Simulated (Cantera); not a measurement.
Feed: 1 mol n-butane, 3.4 mol H₂O, 0.71 mol N₂, equilibrated at 525 K.

Equilibrium computed with Cantera from the NASA thermochemical tables; the gas is ideal and each condensed phase is pure. Candidate condensed phases: C, C₆H₆, C₇H₈, C₈H₁₈, H₂O; 136 gas species. The ideal-gas law is rough above about 30 bar. The numbers say what is thermodynamically allowed, not how fast it happens.

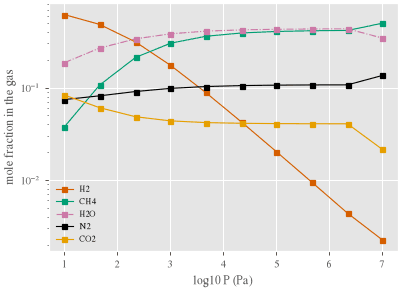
Equilibrium gas composition (values under 1e-9 drawn at 1e-9)

Q: Read off the mole fractions at 1.00 bar.

A: H₂O about 0.43, CH₄ about 0.40, N₂ about 0.11, CO₂ about 0.041, H₂ about 0.020.
